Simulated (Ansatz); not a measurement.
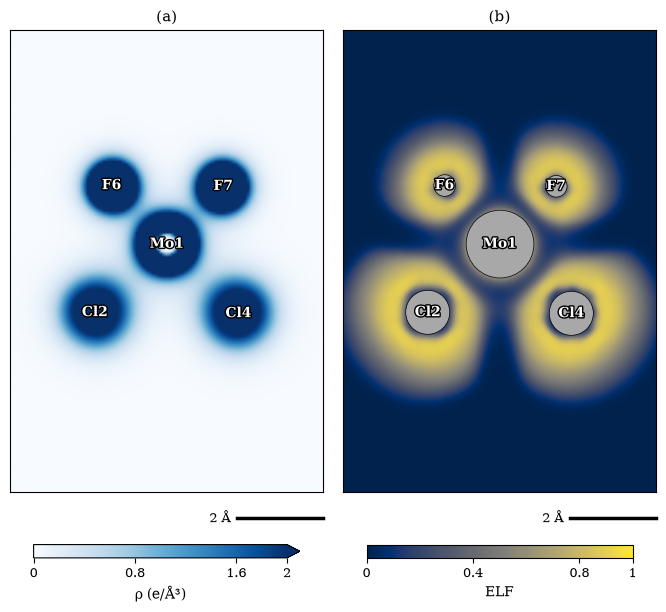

Cl₄F₂Mo···H₂. (a) electron density; (b) ELF on the plane of atoms Cl2, Mo1 and Cl4. Grey discs cover the atomic cores in the ELF map.

Core potentials replace the inner electrons of Mo.

Theory: RKS PBE/def2-SVP in Ansatz 0.2.0.

```yaml
atoms:
  - { symbol: Mo, position_ang: [-0.3393, -0.2736, -0.2136] }
  - { symbol: Cl, position_ang: [-0.2668, -0.2231, 2.0827] }
  - { symbol: Cl, position_ang: [1.9666, -0.3175, -0.3481] }
  - { symbol: Cl, position_ang: [-0.3608, 2.0185, -0.3648] }
  - { symbol: Cl, position_ang: [-2.6483, -0.3463, -0.1882] }
  - { symbol: F, position_ang: [-0.3245, -2.1376, -0.1703] }
  - { symbol: F, position_ang: [-0.4017, -0.3955, -2.0731] }
  - { symbol: H, position_ang: [2.5159, 2.3832, 1.8390] }
  - { symbol: H, position_ang: [2.2115, 2.2827, 2.5383] }
```

**What does the map show?**

Atoms in the plane: Mo, Cl and F. Mo–F (1.86 Å): the density is about 1.1 e/Å³ at the midpoint; the ELF peaks at about 0.85 in the valence shell of F, 0.5 Å from its nucleus, and drops to about 0.20 between the two atoms. Mo–Cl (2.30 Å): ρ is about 0.63 e/Å³ halfway; the ELF peaks at about 0.85 in the valence shell of Cl, 0.9 Å from its nucleus, and is about 0.35 at the midpoint.
